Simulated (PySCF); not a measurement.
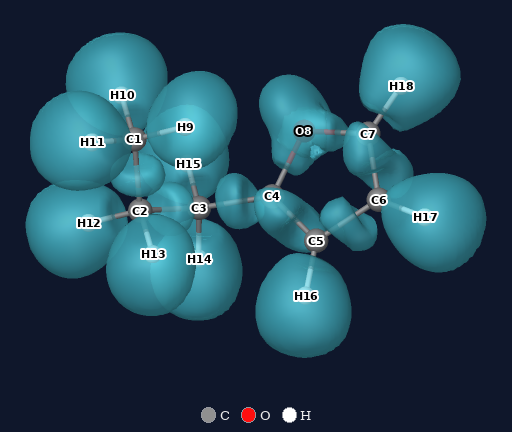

The picture shows: C7H10O (SMILES CCCc1ccco1). Isosurface of the ELF at 0.75 (cyan), seen at a tilt. Only the valence region is drawn (cores and ρ < 0.01 e/Å³ removed).

Geometry: GFN2-xTB.

Level of theory: PySCF, PBE0/pcSseg-1, SCF density, gas phase, non-relativistic.

```xyz
18

C     1.9561    1.0053    0.1165
C     1.7792   -0.4508   -0.2929
C     0.6402   -1.1274    0.4823
C    -0.6787   -0.4916    0.2009
C    -1.4726   -0.5055   -0.9086
C    -2.5940    0.3063   -0.6074
C    -2.3994    0.7523    0.6614
O    -1.2435    0.2762    1.1573
H     1.0486    1.5702   -0.0838
H     2.1774    1.0783    1.1792
H     2.7735    1.4611   -0.4375
H     2.7049   -0.9989   -0.1058
H     1.5641   -0.5060   -1.3617
H     0.5976   -2.1838    0.2066
H     0.8345   -1.0547    1.5540
H    -1.2879   -1.0307   -1.8236
H    -3.4244    0.5219   -1.2483
H    -2.9846    1.3840    1.2997
```

Q: Describe the localisation domains.

A: At this value the surface marks out six regions between bonded C–C atoms (shared pairs), ten regions around hydrogen nuclei and one region on O in which the atom's valence shell and bonds are merged. Along the contacts the grid gives the following. C–O (1.34 Å): the ELF peaks at about 0.90 between the atoms (a polar covalent bond). C–C (1.36 Å): the ELF peaks at about 0.95 between the atoms (a covalent bond).
